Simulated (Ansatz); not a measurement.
**Ag: pressure series**

The parent structure is Ag in the fcc (Cu type) structure (space group Fm-3m, No. 225).

```
CELL_PARAMETERS angstrom
      0.00000     2.05275     2.05275
      2.05275     0.00000     2.05275
      2.05275     2.05275     0.00000
ATOMIC_POSITIONS crystal
  Ag 0.00000 0.00000 0.00000
```

Cell and atoms are relaxed at each pressure.

All numbers come from r2SCAN/PAW in Ansatz (a program for electronic structure), no spin-orbit coupling, earlier PAW set.

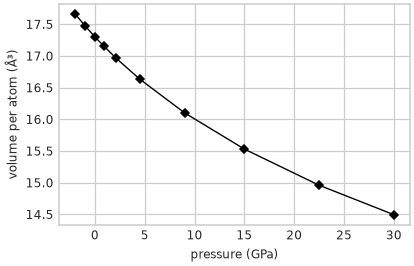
Figure. Volume per atom against pressure

| pressure (GPa) | volume per atom |
|---|---|
| -2 | 17.67 Å³ |
| -1 | 17.48 Å³ |
| 0.9 | 17.15 Å³ |
| 2.1 | 16.97 Å³ |
| 4.5 | 16.63 Å³ |
| 9 | 16.10 Å³ |
| 15 | 15.53 Å³ |
| 22.5 | 14.96 Å³ |
| 30 | 14.50 Å³ |

Load acts through the strain it causes; cell and atoms are relaxed under it. Whether these cells are dynamically stable was not tested. Competing high-pressure phases were not computed.
